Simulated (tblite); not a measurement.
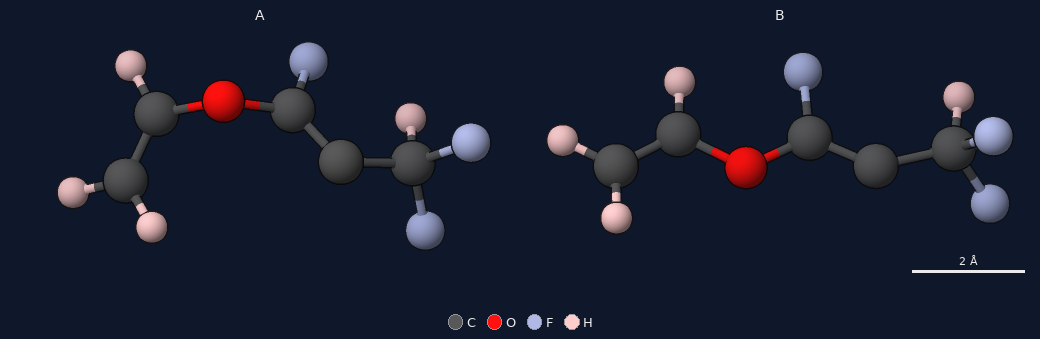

Two geometries of C$_{5}$H$_{4}$F$_{3}$O (multiplicity 2), drawn at one scale. One is the start of a relaxation, the other its converged end. Style: ball-and-stick. Shown face on.

Computed with GFN2-xTB geometry optimisation, gas phase (tblite). 

**Which one is relaxed?**

Structure B is the relaxed one. Over 112 geometry steps the energy falls by 17.8 kcal/mol. The atom that moves furthest after the best rigid fit is the O atom (1.31 Å). Largest moves by element: O 1.31 Å, H 1.23 Å, F 0.93 Å, C 0.65 Å. Some distances before and after: C–O 1.395 → 1.317 Å, C–C 1.488 → 1.450 Å, C–F 1.388 → 1.356 Å, C–H 1.096 → 1.073 Å. Bond angles that change, for instance: C–C–C 115.9° → 139.2°, F–C–F 112.2° → 105.9°, C–C–F 110.0° → 113.1°. Groups turn about C–O by about 90°, C–O by about 65°.
